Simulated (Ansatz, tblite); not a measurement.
**The cluster H₁₂W₅O₂₁: a ladder of methods and basis sets**

Aim: run the singlet of the cluster H₁₂W₅O₂₁ at one geometry on many levels, and compare frontier levels, spin and run time.

Program: Ansatz 0.2.0, Gaussian basis. Level of theory: as each input shows. These are calculated values, not measurements.

Levels to be run: GFN1-xTB, GFN2-xTB, PBE-D4/def2-TZVP, r2SCAN-D4/def2-TZVP, revPBE-D4/def2-TZVP, r2SCANh-D4/def2-TZVP, LDA/def2-TZVP, PBE+5HF/def2-SVP, PBE+10HF/def2-SVP, PBE+15HF/def2-SVP, PBE+35HF/def2-SVP, PBE+50HF/def2-SVP, PBE-D4/def2-SVP, PBE0-D4/def2-SVP, MP2/def2-SVP, RPA/def2-SVP.

## 1. The structure

The singlet was relaxed beforehand with PBE-D4/def2-SVP.

38 atoms, charge 0, spin multiplicity 1.

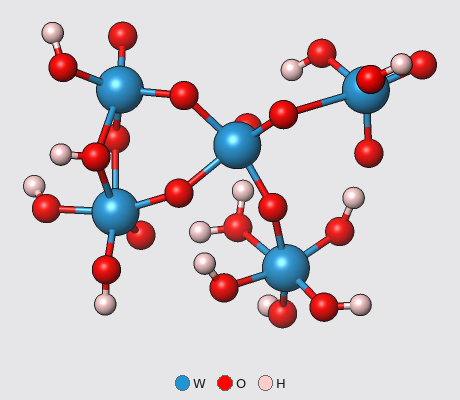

The geometry (tungsten blue, oxygen red, hydrogen pink).

W takes a core potential in the def2 sets. No spin-orbit coupling is included.

PBE0-D4/def2-TZVP was run before; its log isn't repeated, and its numbers join the tables.

## 2. GFN1-xTB

Tight binding, by tblite at 300 K electronic temperature and without a spin-polarisation term:

```python
tblite.interface.Calculator('GFN1-xTB', numbers, positions, charge=0, uhf=0).singlepoint()
```

Energy -3209.1801 eV, HOMO -10.94 eV, LUMO -6.22 eV; 0.13 s.

## 3. GFN2-xTB

Tight binding, by tblite at 300 K electronic temperature and without a spin-polarisation term:

```python
tblite.interface.Calculator('GFN2-xTB', numbers, positions, charge=0, uhf=0).singlepoint()
```

Energy -2842.3132 eV, HOMO -10.71 eV, LUMO -7.42 eV; 0.29 s.

## 4. PBE-D4/def2-TZVP

start.molden holds the orbitals of an earlier run on this state, given as this run's starting guess.

The input, in.yaml:

```yaml
crystal:
  periodic: [false, false, false]
  atoms:
    - {symbol: W, position_ang: [0.980609, -0.189775, 0.344700]}
    - {symbol: W, position_ang: [-2.051353, -2.229495, -0.008372]}
    - {symbol: W, position_ang: [-1.575894, 2.556491, 0.304727]}
    - {symbol: W, position_ang: [3.174791, -3.193082, -0.080553]}
    - {symbol: W, position_ang: [1.622473, 3.202349, -0.101740]}
    - {symbol: O, position_ang: [-2.772143, -0.732866, 0.924628]}
    - {symbol: O, position_ang: [-3.527913, -2.445131, -1.162958]}
    - {symbol: O, position_ang: [-2.016910, 4.365859, -0.155476]}
    - {symbol: O, position_ang: [-2.316883, 1.732322, -1.055229]}
    - {symbol: O, position_ang: [-0.389057, -1.501783, 0.632941]}
    - {symbol: O, position_ang: [1.480652, -3.669306, -0.229443]}
    - {symbol: O, position_ang: [3.862087, -3.228218, 1.705200]}
    - {symbol: O, position_ang: [-0.922691, -3.412242, -0.889195]}
    - {symbol: O, position_ang: [-2.567381, -3.447795, 1.325562]}
    - {symbol: O, position_ang: [-1.637868, -0.747572, -1.706127]}
    - {symbol: O, position_ang: [0.006780, 3.427496, 1.453177]}
    - {symbol: O, position_ang: [2.051630, 4.834631, 0.845545]}
    - {symbol: O, position_ang: [0.091074, 2.999600, -1.054720]}
    - {symbol: O, position_ang: [-0.561434, 1.034411, 0.825136]}
    - {symbol: O, position_ang: [-2.882123, 2.449868, 1.659436]}
    - {symbol: O, position_ang: [3.609889, -1.834261, -1.321707]}
    - {symbol: O, position_ang: [4.063122, -4.512611, -0.735261]}
    - {symbol: O, position_ang: [2.239903, -1.188952, 1.063607]}
    - {symbol: O, position_ang: [2.797414, 3.448475, -1.339434]}
    - {symbol: O, position_ang: [1.144638, -0.371407, -1.389854]}
    - {symbol: O, position_ang: [2.011533, 1.509191, 0.567211]}
    - {symbol: H, position_ang: [-2.163660, -0.070511, 1.331557]}
    - {symbol: H, position_ang: [-3.592511, -2.042300, -2.050054]}
    - {symbol: H, position_ang: [-1.663983, 4.815035, -0.945450]}
    - {symbol: H, position_ang: [-1.957796, 0.203089, -1.538822]}
    - {symbol: H, position_ang: [4.503025, -3.931698, 1.921939]}
    - {symbol: H, position_ang: [0.097426, -3.559678, -0.693866]}
    - {symbol: H, position_ang: [-2.285563, -4.383039, 1.290311]}
    - {symbol: H, position_ang: [-0.680639, -0.657721, -1.948794]}
    - {symbol: H, position_ang: [-0.090486, 4.357170, 1.738852]}
    - {symbol: H, position_ang: [2.825670, 5.315478, 0.491165]}
    - {symbol: H, position_ang: [-3.832115, 2.261676, 1.548888]}
    - {symbol: H, position_ang: [2.925677, -1.163708, -1.567505]}
basis:
  gaussian: {orbitals: def2-TZVP, fitting: {mean_field: def2-universal-jkfit}, initial_orbitals: start.molden}
hamiltonian: {xc: pbe, dispersion: d4}
scf: {omitted_lower_state_checks: [starts]}
output: {orbitals: {seedname: orbitals}}
```

On the command line:

```console
> ansatz run in.yaml --threads 2 --pin off --events-out ev --progress --plain --max-ram 32768MiB --backend cuda --devices 0, --max-vram 18GiB
```

Further steps of the session: r2SCAN-D4/def2-TZVP; revPBE-D4/def2-TZVP; r2SCANh-D4/def2-TZVP; LDA/def2-TZVP; PBE+5HF/def2-SVP; PBE+10HF/def2-SVP; PBE+15HF/def2-SVP; PBE+35HF/def2-SVP; PBE+50HF/def2-SVP; PBE-D4/def2-SVP; PBE0-D4/def2-SVP; MP2/def2-SVP; RPA/def2-SVP.

Q: Predict the results of all the runs planned. Wanted: gap in def2-TZVP, named functionals, smallest and largest; gap over the share of exact exchange; correlation energy, MP2/def2-SVP; binding an atom, LDA/def2-TZVP; PBE0 total energy, smallest basis above largest.

**Answer**, as computed:

| quantity | value |
| --- | --- |
| gap in def2-TZVP, named functionals, smallest and largest | 3.26 eV (LDA), 5.42 eV (PBE0-D4) |
| gap over the share of exact exchange | 3.23 eV at 0, 7.62 eV at 0.5 |
| correlation energy, MP2/def2-SVP | -164.21 eV |
| binding an atom, LDA/def2-TZVP | 5.86 eV |
| PBE0 total energy, smallest basis above largest | 54.53 eV (def2-SVP, def2-TZVP) |

What this shows: Orbital gaps of the named functionals in def2-TZVP span 3.26 eV (LDA) to 5.42 eV (PBE0-D4); exact exchange widens it. Raising the share of exact exchange from 0 to 0.5 moves the HOMO by -3.32 eV and the LUMO by +1.07 eV.
